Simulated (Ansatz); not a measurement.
# Si(NH2)2H2 (SiN₂H₆): one molecule under many settings

How do the results and run time of Si(NH2)2H2 (SiN₂H₆) respond when the settings are drawn wide?

The runs use Ansatz 0.2.0, Gaussian basis; the settings change from run to run.

1 further run of the same task is left out (it didn't finish). Runs told in other sessions of the task aren't counted.

## (1) The molecule

The geometry comes from an earlier relaxation with PBE-D4 in a triple-zeta def2 set; it is a stationary point, not always the lowest conformer.

9 atoms, charge 0, spin multiplicity 1.

Atoms are counted from 1 here; the program's logs count them from 0.

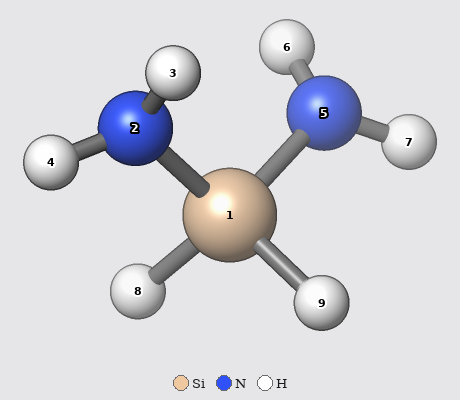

The structure; silicon light orange, nitrogen blue, hydrogen white; atoms are numbered from 1 in the order of the file.

## (2) LC-wPBE/cc-pVDZ

Set apart from the defaults: atoms shaken by 0.08 Å.

File in.yaml:

```yaml
crystal:
  periodic: [false, false, false]
  atoms:
    - {symbol: Si, position_ang: [-0.279822, -0.119831, -0.386280]}
    - {symbol: N, position_ang: [-0.399995, 0.073648, 1.431879]}
    - {symbol: H, position_ang: [-0.021334, -0.532140, 2.063451]}
    - {symbol: H, position_ang: [-1.048178, 0.651423, 1.958449]}
    - {symbol: N, position_ang: [1.169638, -0.217382, -0.902809]}
    - {symbol: H, position_ang: [2.008574, 0.453689, -0.762157]}
    - {symbol: H, position_ang: [1.338071, -0.592947, -1.671365]}
    - {symbol: H, position_ang: [-1.353447, 1.238633, -0.774469]}
    - {symbol: H, position_ang: [-1.154104, -1.131830, -0.848977]}
basis:
  gaussian: {orbitals: cc-pVDZ}
hamiltonian: {xc: {name: LC-wPBE}}
scf: {omitted_lower_state_checks: [starts]}
```

The run is started by

```bash
$ ansatz run in.yaml --threads 4 --pin off --events-out ev --progress --plain --max-ram 3916MiB
```

The log of the run:

```text
Functional definition: LC-wPBE
  name "LC-wPBE"
  cite "Vydrov & Scuseria, J. Chem. Phys. 125, 234109 (2006) doi:10.1063/1.2409292"
  cite "Heyd & Scuseria, J. Chem. Phys. 120, 7274 (2004) doi:10.1063/1.1668634"
  cite "Ernzerhof & Perdew, J. Chem. Phys. 109, 3313 (1998) doi:10.1063/1.476928"
  cite "Perdew, Burke & Ernzerhof, Phys. Rev. Lett. 77, 3865 (1996) doi:10.1103/PhysRevLett.77.3865"
  parent pbe
  parameter omega = 0.4/bohr
  exchange = pbe_x_sr(omega) + exact_x_lr(omega)
  correlation = pbe_c
these checks for a lower state are left out or cut short: starts
982 factors; their error is unknown
323 factors; integrals over basis functions are off by at most 2.5e-5 eV
mean field evaluation 1: about -10943.9564 eV, gradient 5.6e1 eV
mean field evaluation 2: about -10945.5634 eV, gradient 4.8e1 eV
mean field evaluation 4: about -10949.9692 eV, gradient 9.2e-1 eV
mean field evaluation 8: about -10949.9437 eV, gradient 1.4e-1 eV
mean field -10949.94372974 eV, -402.4030099295 hartree, gradient 5.5e-5 eV, S^2 0.000000; 0 other end points of the search recorded, 0 dependent functions left out
reference -10949.94372974 eV, -402.4030099297 hartree; 17, 17 occupied and 59, 59 virtual orbitals, 982 factors
Total energy: -10949.94372974 eV, -402.4030099297 hartree
Checks for a lower state left out: starts
```

It took 0.6 s on 4 threads of Arm Neoverse V1, shared host.

## (3) HSE06/6-31++G**

File in.yaml:

```yaml
crystal:
  periodic: [false, false, false]
  atoms:
    - {symbol: Si, position_ang: [-0.451956, 0.005869, -0.314143]}
    - {symbol: N, position_ang: [-0.408381, 0.153306, 1.404679]}
    - {symbol: H, position_ang: [-0.020644, -0.589690, 1.978821]}
    - {symbol: H, position_ang: [-1.152773, 0.648616, 1.885407]}
    - {symbol: N, position_ang: [1.171996, -0.158717, -0.873291]}
    - {symbol: H, position_ang: [1.857007, 0.572637, -0.707040]}
    - {symbol: H, position_ang: [1.357898, -0.657937, -1.737346]}
    - {symbol: H, position_ang: [-1.218906, 1.225303, -0.740557]}
    - {symbol: H, position_ang: [-1.134242, -1.199397, -0.896530]}
basis:
  gaussian: {orbitals: "6-31++G**"}
hamiltonian: {xc: {name: HSE06}}
scf: {omitted_lower_state_checks: [starts]}
```

Same command.

The log of the run (excerpt; [...] marks lines left out):

```text
Functional definition: HSE06
  name "HSE06"
  cite "Heyd, Scuseria & Ernzerhof, J. Chem. Phys. 118, 8207 (2003) doi:10.1063/1.1564060"
  cite "Krukau, Vydrov, Izmaylov & Scuseria, J. Chem. Phys. 125, 224106 (2006) doi:10.1063/1.2404663"
  cite "Heyd & Scuseria, J. Chem. Phys. 120, 7274 (2004) doi:10.1063/1.1668634"
  cite "Ernzerhof & Perdew, J. Chem. Phys. 109, 3313 (1998) doi:10.1063/1.476928"
  cite "Perdew, Burke & Ernzerhof, Phys. Rev. Lett. 77, 3865 (1996) doi:10.1103/PhysRevLett.77.3865"
  parent pbe
[...]
  # The whole range is PBE's own exchange, as in plane waves. The composition of these papers is wPBEh.
[...]
1023 factors; their error is unknown
117 factors; integrals over basis functions are off by at most 1.5e-6 eV
[...]
mean field -10949.50355331 eV, -402.3868337441 hartree, gradient 2.0e-5 eV, S^2 0.000000; 0 other end points of the search recorded, 0 dependent functions left out
reference -10949.50363253 eV, -402.3868366555 hartree; 17, 17 occupied and 80, 80 virtual orbitals, 1023 factors
Total energy: -10949.50363253 eV, -402.3868366555 hartree
Checks for a lower state left out: starts
```

It took 1.1 s on 4 threads of Arm Neoverse V1, shared host.

## (4) B2PLYP/def2-mTZVP

in.yaml, as its differences from that of step 3:

```diff
@@ -13,4 +13,4 @@
 basis:
-  gaussian: {orbitals: "6-31++G**"}
-hamiltonian: {xc: {name: HSE06}}
-scf: {omitted_lower_state_checks: [starts]}
+  gaussian: {orbitals: def2-mTZVP}
+hamiltonian: {xc: {name: B2PLYP}}
+output: {forces: true}
```

Same command.

The log of the run (excerpt; [...] marks lines left out):

```text
Functional definition: B2PLYP
  name "B2PLYP"
  cite "Grimme, J. Chem. Phys. 124, 034108 (2006) doi:10.1063/1.2148954"
  cite "Becke, Phys. Rev. A 38, 3098 (1988) doi:10.1103/PhysRevA.38.3098"
  cite "Lee, Yang & Parr, Phys. Rev. B 37, 785 (1988) doi:10.1103/PhysRevB.37.785"
[...]
709 factors; integrals over basis functions are off by at most 1.2e-3 eV
[...]
mean field -10947.07340011 eV, -402.2975272611 hartree, gradient 2.1e-6 eV, S^2 0.000000; 0 other end points of the search recorded, 0 dependent functions left out
7 core orbitals not correlated: weight in the atoms' cores, before any rotation towards them, 1.000 or more for the frozen orbitals, at most 0.000 for the correlated occupied ones
reference -10947.07355193 eV, -402.2975328404 hartree; 10, 10 occupied and 61, 61 virtual orbitals, 709 factors
second order -14.52678030 eV of doubles, -0.00000000 eV of singles
[...]
Total energy: -10950.99578261 eV, -402.4416721594 hartree
Atom 0 at    -0.451956     0.005869    -0.314143 Å, force    -0.176997     0.001216    -0.124278 eV/Å
Atom 1 at    -0.408381     0.153306     1.404679 Å, force    -0.117958    -0.100879     0.119916 eV/Å
Atom 2 at    -0.020644    -0.589690     1.978821 Å, force    -0.099454     0.208619    -0.113422 eV/Å
Atom 3 at    -1.152773     0.648616     1.885407 Å, force     0.196341    -0.129883    -0.074443 eV/Å
Atom 4 at     1.171996    -0.158717    -0.873291 Å, force     0.075370     0.094073    -0.151068 eV/Å
Atom 5 at     1.857007     0.572637    -0.707040 Å, force    -0.145193    -0.203734    -0.053052 eV/Å
Atom 6 at     1.357898    -0.657937    -1.737346 Å, force    -0.000001     0.133007     0.208250 eV/Å
Atom 7 at    -1.218906     1.225303    -0.740557 Å, force     0.153202    -0.243194     0.063378 eV/Å
Atom 8 at    -1.134242    -1.199397    -0.896530 Å, force     0.114690     0.240775     0.124719 eV/Å
Dipole moment:     0.063723    -0.003336     0.043797 e Å
```

Run time: 1.8 s. Hardware: 4 threads of Arm Neoverse V1, shared host.

Largest force 0.294 eV/Å, dipole 0.37 D.

## (5) wB97X-V/6-31++G**

Set apart from the defaults: atoms shaken by 0.15 Å, a point charge of 1.00 e beside it.

File in.yaml:

```yaml
crystal:
  periodic: [false, false, false]
  atoms:
    - {symbol: Si, position_ang: [-0.589543, 0.038172, -0.391121]}
    - {symbol: N, position_ang: [-0.233929, 0.279758, 1.121735]}
    - {symbol: H, position_ang: [-0.213751, -0.634877, 1.761755]}
    - {symbol: H, position_ang: [-1.268270, 0.698768, 1.850021]}
    - {symbol: N, position_ang: [1.275371, 0.224326, -0.967489]}
    - {symbol: H, position_ang: [2.005092, 0.593704, -0.715367]}
    - {symbol: H, position_ang: [1.201366, -0.839838, -1.900809]}
    - {symbol: H, position_ang: [-1.259947, 1.136995, -0.839215]}
    - {symbol: H, position_ang: [-0.991667, -1.145536, -1.014886]}
basis:
  gaussian: {orbitals: "6-31++G**", point_charges: [{charge: 1.00, position_ang: [4.797, -0.380, -0.855]}]}
hamiltonian: {xc: {name: wB97X-V}}
scf: {omitted_lower_state_checks: [starts]}
```

The command is unchanged.

The log of the run (excerpt; [...] marks lines left out):

```text
Functional definition: wB97X-V
  name "wB97X-V"
  cite "Mardirossian & Head-Gordon, Phys. Chem. Chem. Phys. 16, 9904 (2014) doi:10.1039/C3CP54374A"
  cite "Becke, J. Chem. Phys. 107, 8554 (1997) doi:10.1063/1.475007"
  cite "Vydrov & Van Voorhis, J. Chem. Phys. 133, 244103 (2010) doi:10.1063/1.3521275"
[...]
      + integral(e_c_pw_opposite_spin*poly(b97_u_opposite, cos0, cos1)) + vv10(b, c)
[...]
1013 factors; their error is unknown
252 factors; integrals over basis functions are off by at most 1.6e-5 eV
[...]
mean field -10948.59885033 eV, -402.3535865228 hartree, gradient 7.8e-5 eV, S^2 0.000000; 0 other end points of the search recorded, 0 dependent functions left out
reference -10948.59884628 eV, -402.3535863739 hartree; 17, 17 occupied and 80, 80 virtual orbitals, 1013 factors
Total energy: -10948.59884628 eV, -402.3535863739 hartree
Checks for a lower state left out: starts
```

It took 3.1 s on 4 threads of Arm Neoverse V1, shared host.

## (6) The runs in one table

```csv
level,charge,multiplicity,geometry,functions,energy (eV),time
LC-wPBE/cc-pVDZ,0,1,shaken,76,-10949.944,0.6 s
HSE06/6-31++G**,0,1,relaxed,97,-10949.504,1.1 s
B2PLYP/def2-mTZVP,0,1,relaxed,78,-10950.996,1.8 s
wB97X-V/6-31++G**,0,1,"shaken, point charge",97,-10948.599,3.1 s
```

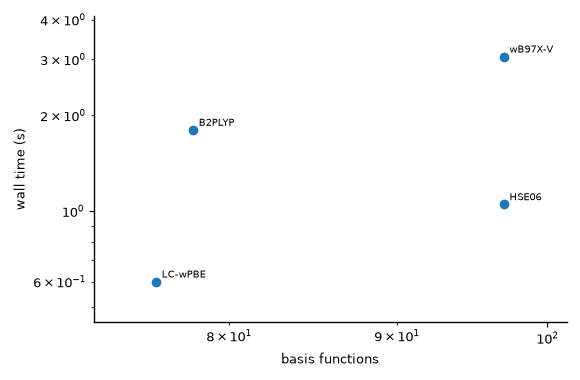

Wall time against the number of basis functions (shared host).

## (7) Summary of results

| quantity | value |
| --- | --- |
| runs | 4 |
| quickest | LC-wPBE/cc-pVDZ, 0.6 s |
| slowest | wB97X-V/6-31++G**, 3.1 s |
| spread of total energies, same state and geometry | 1.5 eV |

**Reading.** Run time spans a factor of 5, from LC-wPBE/cc-pVDZ to wB97X-V/6-31++G**. The jobs differ in tasks and options as well as level. Total energies at one charge and spin differ by 1 eV between levels, so only differences within one level mean anything. At the PBE-D4/def2-TZVP geometry and in the same state, the sound runs without point charges leave forces up to 0.29 eV/Å (B2PLYP/def2-mTZVP).
